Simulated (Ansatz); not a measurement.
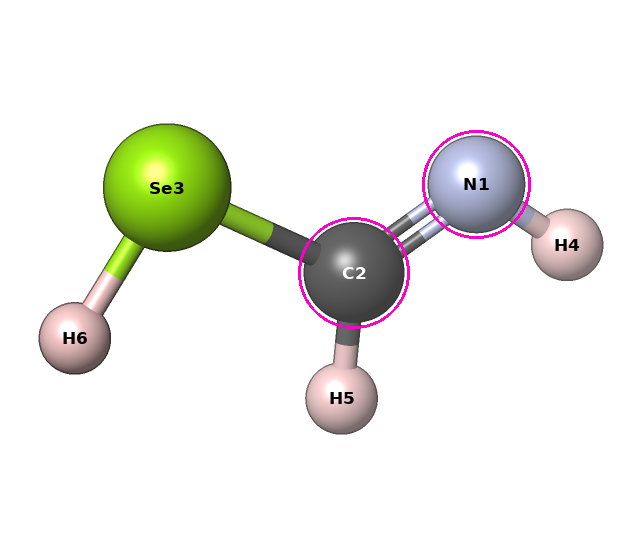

Atoms fade into the background with distance from the viewer. Circles mark the stereogenic atoms. The computed structure is the end point of a PBE0-D4/def2-TZVP optimisation.

Q: Give the R/S and E/Z labels.

A: N1=C2: E.
